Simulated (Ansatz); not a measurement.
**Molecular dynamics, with input and output: Si₄H₁₀O₄ (part 2 of 2)**

Continued. System: Si₄H₁₀O₄. Method: RKS PBE-D4/STO-3G (Ansatz 0.2.0). It belongs to a series of runs on one base structure; here: dynamics from the start.

Geometry of the input (Å):
```
Si -0.2675  -0.1628  0.3252
O  -0.0713  -0.3066  2.0282
H  -0.5180  0.5600  2.3742
O  1.1477  0.2199  -0.5357
Si 1.9943  -1.1573  -1.1392
H  1.3730  -1.7202  -2.3435
H  3.3109  -0.6489  -1.5084
H  2.1734  -2.2324  -0.1578
O  -1.3678  1.1211  0.1543
Si -1.9977  1.3999  -1.4189
H  -2.9199  0.3371  -1.8265
H  -2.7345  2.6542  -1.3358
H  -0.9631  1.5140  -2.4482
O  -0.7199  -1.6897  -0.2867
Si -1.5708  -2.6999  0.8181
H  -0.6925  -3.2868  1.8303
H  -2.6670  -2.0095  1.4996
H  -2.1267  -3.7780  0.0090
```

Log, continued
```
md step    89: t =    44.50 fs  T =   431.4 K  F+E_penalty+E_count = -39359.31038075 eV  E_kin = 1.003827 eV  (28 SCF iters, 3 dispersion substeps)
md step    90: t =    45.00 fs  T =   451.6 K  F+E_penalty+E_count = -39359.39208196 eV  E_kin = 1.050749 eV  (28 SCF iters, 3 dispersion substeps)
md step    91: t =    45.50 fs  T =   467.9 K  F+E_penalty+E_count = -39359.44949617 eV  E_kin = 1.088585 eV  (28 SCF iters, 3 dispersion substeps)
md step    92: t =    46.00 fs  T =   480.6 K  F+E_penalty+E_count = -39359.46905564 eV  E_kin = 1.118096 eV  (28 SCF iters, 3 dispersion substeps)
md step    93: t =    46.50 fs  T =   476.3 K  F+E_penalty+E_count = -39359.44644371 eV  E_kin = 1.108282 eV  (26 SCF iters, 3 dispersion substeps)
md step    94: t =    47.00 fs  T =   419.3 K  F+E_penalty+E_count = -39359.38982022 eV  E_kin = 0.975470 eV  (27 SCF iters, 3 dispersion substeps)
md step    95: t =    47.50 fs  T =   394.9 K  F+E_penalty+E_count = -39359.32246742 eV  E_kin = 0.918829 eV  (28 SCF iters, 3 dispersion substeps)
md step    96: t =    48.00 fs  T =   364.3 K  F+E_penalty+E_count = -39359.26874097 eV  E_kin = 0.847617 eV  (27 SCF iters, 3 dispersion substeps)
md step    97: t =    48.50 fs  T =   361.7 K  F+E_penalty+E_count = -39359.24749023 eV  E_kin = 0.841625 eV  (28 SCF iters, 3 dispersion substeps)
md step    98: t =    49.00 fs  T =   362.1 K  F+E_penalty+E_count = -39359.25860312 eV  E_kin = 0.842603 eV  (28 SCF iters, 3 dispersion substeps)
md step    99: t =    49.50 fs  T =   385.6 K  F+E_penalty+E_count = -39359.28483306 eV  E_kin = 0.897232 eV  (29 SCF iters, 3 dispersion substeps)
these checks for a lower state are left out or cut short: starts, cluster_reference, orbital_swaps, neighbouring_geometries, increment
910 factors; integrals over basis functions are off by at most 3.7e-5 eV
mean field evaluation 800: about -39358.7224 eV, gradient 1.2e-1 eV
mean field -39358.72247881 eV, -1446.4063727958 hartree, gradient 1.4e-5 eV, S^2 0.000000; 0 other end points of the search recorded, 0 dependent functions left out
the calculation of the forces begins
reference -39358.72250964 eV, -1446.4063739291 hartree; 49, 49 occupied and 17, 17 virtual orbitals, 910 factors
910 factors; integrals over basis functions are off by at most 3.7e-5 eV
mean field -39358.72247881 eV, -1446.4063727958 hartree, gradient 1.4e-5 eV, S^2 0.000000; 1 other end points of the search recorded, 0 dependent functions left out
the calculation of the forces begins
reference -39358.72250964 eV, -1446.4063739291 hartree; 49, 49 occupied and 17, 17 virtual orbitals, 910 factors
md step   100: t =    50.00 fs  T =   394.7 K  F+E_penalty+E_count = -39359.30866032 eV  E_kin = 0.918413 eV  (27 SCF iters, 3 dispersion substeps)
```

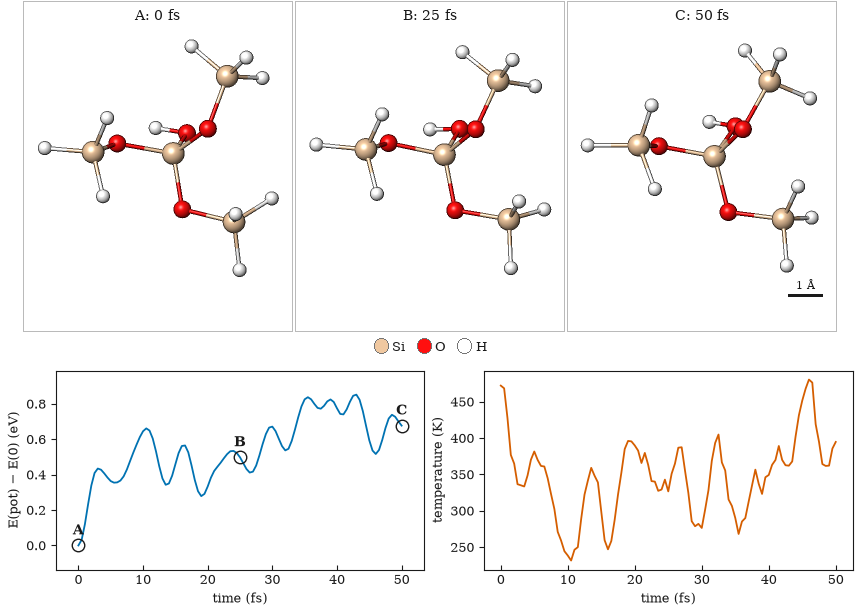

*Frames of the molecular dynamics (ball-and-stick, seen at a tilt) above the curves, on which the letters mark them.*

The trajectory kept here has 101 frames over 50 fs. The temperature starts at 472 K, ranges from 232 to 481 K and averages 357 K over the second half. The potential energy ends 0.677 eV above its first value. After an unweighted best fit of the last frame on the first, the root-mean-square displacement is 0.46 Å, and H6 has moved furthest (1.07 Å).

```
Total energy: -39359.30869116 eV, -1446.4279157026 hartree
Atom 0 at    -0.232339    -0.034103     0.217825 Å, force     0.314614    -1.318441     1.935040 eV/Å
Atom 1 at    -0.270575    -0.484794     1.964597 Å, force     0.717425    -0.181041    -1.814587 eV/Å
Atom 2 at    -0.513851     0.351509     2.500596 Å, force    -0.177082     0.645849    -0.087826 eV/Å
Atom 3 at     1.281650     0.109838    -0.594644 Å, force    -0.607613     0.479437     0.226088 eV/Å
Atom 4 at     1.997210    -1.420556    -0.930953 Å, force     0.384369     0.040410    -1.482868 eV/Å
Atom 5 at     1.052462    -2.456478    -1.396272 Å, force     0.415359     0.208659     0.111320 eV/Å
Atom 6 at     3.041256    -1.203217    -1.991011 Å, force    -0.796742    -0.004034     0.674367 eV/Å
Atom 7 at     2.690177    -1.860729     0.235630 Å, force     0.358970    -0.477834     0.752758 eV/Å
Atom 8 at    -1.215614     1.325379     0.085409 Å, force    -0.006711     0.424280     0.159433 eV/Å
Atom 9 at    -2.001560     1.382501    -1.434937 Å, force     0.974053     1.775581    -1.517197 eV/Å
Atom 10 at    -3.069447     0.411971    -1.572505 Å, force    -0.162664    -0.275624    -0.090497 eV/Å
Atom 11 at    -2.610938     2.781591    -1.515900 Å, force     0.585943    -1.382840     0.013433 eV/Å
Atom 12 at    -0.910575     1.207536    -2.530417 Å, force    -1.517722     0.155533     1.025581 eV/Å
Atom 13 at    -0.938806    -1.431494    -0.456076 Å, force    -0.661341     0.171833    -0.020218 eV/Å
Atom 14 at    -1.621829    -2.473546     0.742959 Å, force     0.108615     0.421524     0.210103 eV/Å
Atom 15 at    -0.469926    -3.178359     1.286265 Å, force    -0.199337    -0.430685     0.298613 eV/Å
Atom 16 at    -2.439056    -1.878440     1.810467 Å, force     0.113546    -0.073447    -0.167975 eV/Å
Atom 17 at    -2.534308    -3.369567     0.051486 Å, force     0.156316    -0.179160    -0.225568 eV/Å
Dipole moment:    -0.106192     0.139011     0.026762 e Å
```

Trajectory as extended XYZ (Å, eV, eV/Å), 6 of the 101 frames kept, from step=0 to step=100
```
18
Properties=species:S:1:pos:R:3:forces:R:3 step=0 time_fs=0.0 energy=-39359.98583 temperature=472.2
Si   -0.2675   -0.1628    0.3252    0.0203  -0.0208  -0.0196
O    -0.0713   -0.3066    2.0282   -0.0288   0.0750   0.0100
H    -0.5180    0.5600    2.3742    0.0226  -0.0559  -0.0251
O     1.1477    0.2199   -0.5357    0.0398  -0.0838   0.0132
Si    1.9943   -1.1573   -1.1392   -0.0466  -0.0493  -0.0462
H     1.3730   -1.7202   -2.3435    0.0521   0.0430   0.1052
H     3.3109   -0.6489   -1.5084   -0.0307  -0.0131   0.0027
H     2.1734   -2.2324   -0.1578   -0.0156   0.0818  -0.0667
O    -1.3678    1.1211    0.1543   -0.0289   0.0187   0.0203
Si   -1.9977    1.3999   -1.4189   -0.0058  -0.0166  -0.0419
H    -2.9199    0.3371   -1.8265    0.0290   0.0228   0.0145
H    -2.7345    2.6542   -1.3358    0.0135  -0.0213  -0.0005
H    -0.9631    1.5140   -2.4482   -0.0148   0.0002   0.0300
O    -0.7199   -1.6897   -0.2867   -0.0192   0.0245   0.0100
Si   -1.5708   -2.6999    0.8181   -0.0031  -0.0181   0.0174
H    -0.6925   -3.2868    1.8303   -0.0168   0.0110  -0.0194
H    -2.6670   -2.0095    1.4996    0.0205  -0.0179  -0.0182
H    -2.1267   -3.7780    0.0090    0.0127   0.0198   0.0142
18
Properties=species:S:1:pos:R:3:forces:R:3 step=20 time_fs=10.0 energy=-39359.34037 temperature=238.5
Si   -0.2930   -0.1486    0.2755    1.4563   0.1644   2.2778
O    -0.1302   -0.3706    2.0754    0.2502  -0.7226  -2.6129
H    -0.5140    0.5283    2.3312   -0.5342   1.1981   0.7113
O     1.1836    0.2303   -0.5363   -0.0755  -1.1311  -0.2168
Si    1.9974   -1.2511   -1.1207   -0.2662   2.9191  -1.5033
H     1.2621   -1.9553   -2.1966    0.4017   0.3352   0.1561
H     3.3154   -0.6668   -1.5713   -1.0137  -0.6836   0.1238
H     2.2320   -2.1610   -0.1075    0.4027  -1.4699   1.6290
O    -1.3476    1.1786    0.1662    0.0999  -0.5002   0.9314
Si   -1.9839    1.4030   -1.3745   -0.3549   1.9056  -2.0079
H    -2.9801    0.4240   -1.8825    0.4988   0.0702   0.3266
H    -2.7378    2.7313   -1.2809    0.8454  -1.2670  -0.2043
H    -0.7978    1.4916   -2.3418   -1.3077  -0.0522   0.6212
O    -0.7380   -1.6472   -0.3350   -0.4966  -0.6064  -0.4921
Si   -1.5701   -2.6259    0.8056    0.1331  -1.4342   0.2107
H    -0.6105   -3.2044    1.7562   -0.1613   0.1965  -0.0018
H    -2.6433   -1.9697    1.5204   -0.1982   0.3015   0.1443
H    -2.1743   -3.8193    0.1517    0.3204   0.7765  -0.0928
18
Properties=species:S:1:pos:R:3:forces:R:3 step=40 time_fs=20.0 energy=-39359.65281 temperature=389.9
Si   -0.2689   -0.1352    0.2772    0.2616  -0.3024   1.1330
O    -0.1929   -0.3944    2.0015    1.0055  -2.4877  -1.7444
H    -0.4463    0.4673    2.3952   -0.7763   2.4291   0.9244
O     1.1979    0.1909   -0.5310    0.3615  -0.8070  -0.3859
Si    1.9791   -1.3049   -1.0766   -0.1436   1.0755  -0.4524
H     1.2665   -2.0874   -2.1015   -0.0290   0.0853   0.3698
H     3.1829   -0.8380   -1.7824   -0.1786  -0.0290   0.3658
H     2.3758   -2.1298    0.0556   -0.0461  -0.1990   0.0377
O    -1.3190    1.1941    0.2061   -0.2383   0.0045  -0.7044
Si   -1.9797    1.4079   -1.3854   -0.5864   0.5330   0.5694
H    -2.9218    0.3568   -1.8250    0.1678   0.2482   0.2905
H    -2.6676    2.7078   -1.2440    0.1148  -0.4650  -0.3369
H    -0.9457    1.4686   -2.3920    0.2950   0.1275  -0.3270
O    -0.8050   -1.6141   -0.3898    0.3143   0.3271  -0.1754
Si   -1.5532   -2.5805    0.8066   -1.0687  -0.3288  -0.5243
H    -0.5882   -3.0807    1.7635    0.0814  -0.4663   0.1530
H    -2.5710   -1.8095    1.5042   -0.1637  -0.0764   0.2292
H    -2.2806   -3.6285    0.0269    0.6288   0.3312   0.5779
18
Properties=species:S:1:pos:R:3:forces:R:3 step=60 time_fs=30.0 energy=-39359.31428 temperature=276.4
Si   -0.2281   -0.1113    0.2882   -1.1349  -0.3159  -1.6102
O    -0.2411   -0.4236    1.9174    0.9771  -2.5600   0.4300
H    -0.3912    0.4517    2.3248   -0.5300   2.3132   1.4165
O     1.2164    0.1380   -0.5424    0.2266   0.4152   0.0516
Si    1.9556   -1.3332   -1.0168    0.8005  -1.1282   1.2909
H     1.1481   -2.2473   -1.7919   -0.2253  -0.2077  -0.1671
H     3.0127   -0.9133   -1.8697    0.7419   0.3150  -0.4993
H     2.6042   -2.1265    0.1346   -0.8401   0.8790  -1.0335
O    -1.3140    1.2054    0.2126    0.2856   0.4437  -1.0926
Si   -1.9718    1.4082   -1.4014   -0.3458  -1.6110   1.9316
H    -2.9130    0.3332   -1.6208   -0.3087  -0.2716  -0.1037
H    -2.7029    2.5924   -1.4041   -0.7462   1.6289   0.0237
H    -1.1046    1.3551   -2.4959    1.3445   0.1197  -1.1572
O    -0.8639   -1.5476   -0.4269    0.5551   0.5912   0.4946
Si   -1.5481   -2.5396    0.7934   -0.9904   0.1400   0.0854
H    -0.6394   -3.2925    1.6520    0.1586   0.1611   0.0774
H    -2.5490   -1.7873    1.5980    0.3414  -0.5247  -0.2033
H    -2.2253   -3.5033   -0.0435   -0.3098  -0.3881   0.0653
18
Properties=species:S:1:pos:R:3:forces:R:3 step=80 time_fs=40.0 energy=-39359.21074 temperature=349.3
Si   -0.2124   -0.0829    0.2454   -0.5778   0.0989   0.3043
O    -0.2623   -0.4524    1.9147    1.1968  -2.3609  -1.1954
H    -0.4369    0.4236    2.3010   -0.6854   2.7164   1.6543
O     1.2536    0.0936   -0.5788   -0.6400   1.6492   0.4817
Si    1.9569   -1.3789   -0.9681    1.3554  -0.9614   1.2099
H     0.9970   -2.3353   -1.4313   -0.0907  -0.5802  -0.6027
H     2.9283   -0.9642   -1.9522    0.3717  -0.3041  -0.2879
H     2.6067   -1.9887    0.2639   -0.3194   0.4569  -1.0353
O    -1.2931    1.2380    0.1550    1.0330   0.5363   0.2508
Si   -1.9718    1.4008   -1.3997   -0.5592  -0.0727  -0.6655
H    -2.9318    0.3205   -1.4497   -0.3354  -0.2751  -0.4794
H    -2.7378    2.6346   -1.5477    0.2449   0.0915   0.2955
H    -1.0581    1.3029   -2.5477    0.0003  -0.0261   0.2376
O    -0.8765   -1.4613   -0.4486   -1.1103  -1.4778   0.5849
Si   -1.5866   -2.5146    0.7709    1.2552   0.3835   1.0811
H    -0.5963   -3.3474    1.5534   -0.4474   0.8099  -0.6281
H    -2.4284   -1.8381    1.7818   -0.0090  -0.2356  -0.5133
H    -2.3392   -3.4988    0.0789   -0.6828  -0.4487  -0.6925
18
Properties=species:S:1:pos:R:3:forces:R:3 step=100 time_fs=50.0 energy=-39359.30866 temperature=394.7
Si   -0.2323   -0.0341    0.2178    0.3146  -1.3184   1.9350
O    -0.2706   -0.4848    1.9646    0.7174  -0.1810  -1.8146
H    -0.5139    0.3515    2.5006   -0.1771   0.6458  -0.0878
O     1.2816    0.1098   -0.5946   -0.6076   0.4794   0.2261
Si    1.9972   -1.4206   -0.9310    0.3844   0.0404  -1.4829
H     1.0525   -2.4565   -1.3963    0.4154   0.2087   0.1113
H     3.0413   -1.2032   -1.9910   -0.7967  -0.0040   0.6744
H     2.6902   -1.8607    0.2356    0.3590  -0.4778   0.7528
O    -1.2156    1.3254    0.0854   -0.0067   0.4243   0.1594
Si   -2.0016    1.3825   -1.4349    0.9741   1.7756  -1.5172
H    -3.0694    0.4120   -1.5725   -0.1627  -0.2756  -0.0905
H    -2.6109    2.7816   -1.5159    0.5859  -1.3828   0.0134
H    -0.9106    1.2075   -2.5304   -1.5177   0.1555   1.0256
O    -0.9388   -1.4315   -0.4561   -0.6613   0.1718  -0.0202
Si   -1.6218   -2.4735    0.7430    0.1086   0.4215   0.2101
H    -0.4699   -3.1784    1.2863   -0.1993  -0.4307   0.2986
H    -2.4391   -1.8784    1.8105    0.1135  -0.0734  -0.1680
H    -2.5343   -3.3696    0.0515    0.1563  -0.1792  -0.2256
```
